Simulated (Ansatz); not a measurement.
ClGe3 (doublet)

The calculation's input:

```
crystal:
  periodic: [false, false, false]
  atoms:
    - {symbol: Ge, position_ang: [-1.233021, -0.526025, 0.105235]}
    - {symbol: Ge, position_ang: [0.526389, -1.531351, -1.193031]}
    - {symbol: Ge, position_ang: [1.167210, 0.603401, -0.285676]}
    - {symbol: Cl, position_ang: [-0.460579, 1.453975, 1.373482]}
basis:
  gaussian: {orbitals: def2-TZVP, initial_orbitals: start.molden}
magnetization: {spin_polarized: true, initial_magnetization: 1}
hamiltonian: {xc: pbe0, dispersion: d4}
scf: {omitted_lower_state_checks: [starts]}
output: {orbitals: {seedname: orbitals}}
```

Run with:

```sh
ansatz run in.yaml --threads 4 --pin off --events-out ev --progress --plain --max-ram 4787MiB
```

Geometry: r2SCAN-D4/def2-SVP.

Computed with Ansatz 0.2.0, UKS PBE0-D4/def2-TZVP.

What will maps of the electron density, electron localisation function and spin density show?

Ge–Ge (2.41 Å): the density is about 0.48 e/Å³ at the midpoint; the ELF reaches about 0.60 near the midpoint.
Ge–Cl (2.47 Å): the density is about 0.42 e/Å³ at the midpoint; the ELF peaks at about 0.85 in the valence shell of Cl, 0.8 Å from its nucleus, and is about 0.50 at the midpoint.
The unpaired spin (1 electron) lies mostly on Ge2 (about 0.4), Ge1 (about 0.2), Ge3 (about 0.2) and Cl4 (about 0.1), in electrons by Hirshfeld's partition.

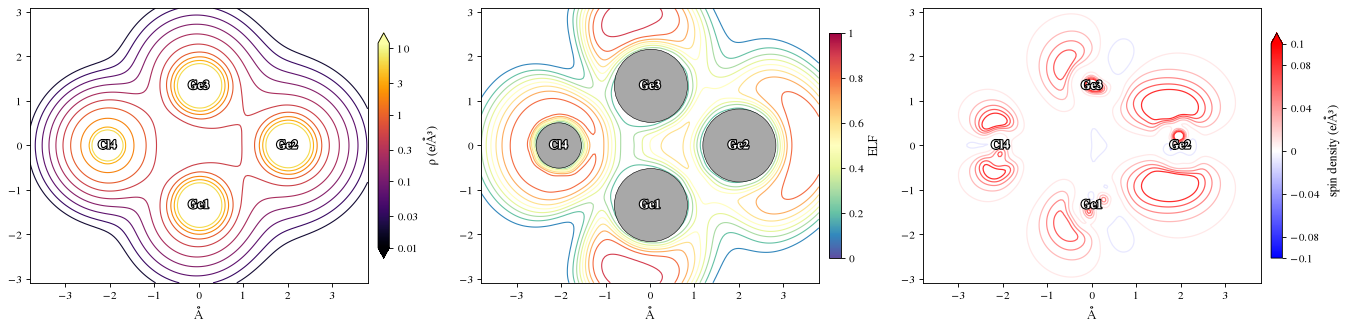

Computed electron density, electron localisation function and spin density on the molecular plane, in this order. Grey discs cover the atomic cores in the ELF map. 
